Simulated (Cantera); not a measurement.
Feed: 1 mol PbO, 1 mol CO, 0.15 mol N₂, at 3.15 Torr.

Cantera equilibrium calculation (NASA polynomials, part measured and part estimated; ideal gas, pure solids and liquids). Candidate condensed phases: C, Pb, PbO, PbO₂, Pb₃O₄; 27 gas species. Gases not in the tables: (PbO)n polymers. Kinetics and transport are ignored.

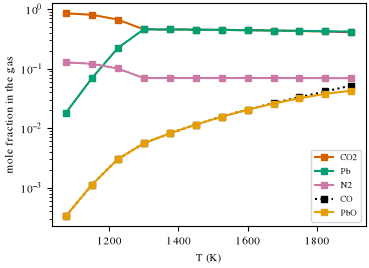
Figure. Equilibrium gas composition (values under 1e-9 drawn at 1e-9)

From 1075 K to 1225 K the condensed part is Pb(l). From 1300 K to 1900 K nothing is condensed.
